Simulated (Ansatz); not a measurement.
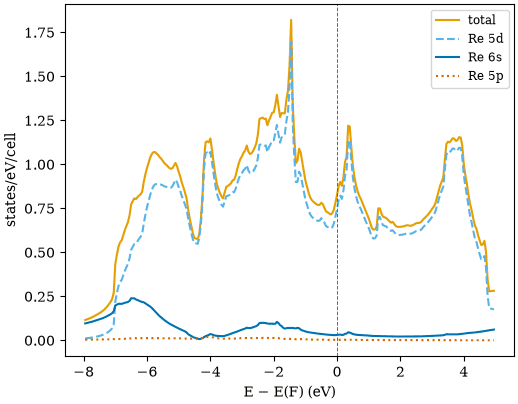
Figure. Total and projected density of states of Re (fcc (Cu type), space group No. 225), DFT-LDA in the program Ansatz with PAW potentials

Q: Which orbitals carry the states next to the Fermi level?

A: Within 0.5 eV of the Fermi level: Re 5d 91 %. Projections are on Löwdin-orthogonalised atomic valence shells; empty p or d shells of many metals are not among them.

Q: Where is the tallest occupied peak in this window, and what makes it?

A: Near -1.4 eV, about 1.8 states/eV per cell; the largest projected share is Re 5d.

Space group Fm-3m (fcc (Cu type)). The workflow started from an entry of the Crystallography Open Database (COD), which files this formula under 2 space groups. It is not the phase usual at ambient conditions (space group No. 194). The LDA relaxation kept the symmetry of its start; whether a distortion lowers the energy is not shown. No spin polarisation was allowed. Scalar-relativistic: spin–orbit coupling is off unless named, which matters more the heavier the elements.

Potentials: the later of the program's two PAW sets.
